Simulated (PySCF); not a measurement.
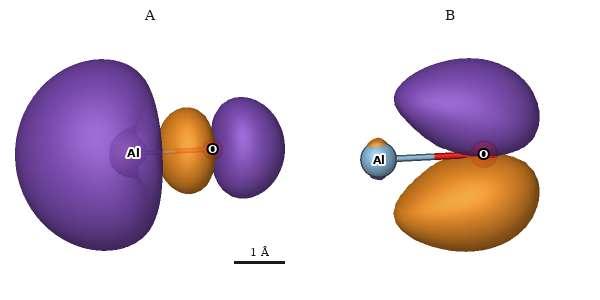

The picture shows: AlO (charge −1). Two frontier orbitals, each drawn at the value that holds 80 % of its norm (orange and purple are the two phases), in no order; of a degenerate pair one member is drawn.

These are results of PySCF 2.14.0, PBE0/aug-cc-pVDZ-DK/X2C, spin-free X2C-1e, Gaussian nucleus, at a bond length of 1.668 Å, not measurements.

Label each orbital by symmetry, say whether it is occupied, and order them by energy.

Orbital B: π, occupied, −1.44 eV; mainly on O (80 %).
Orbital A: σ, occupied, −0.66 eV; shared between the atoms (Al 70 %, O 30 %).
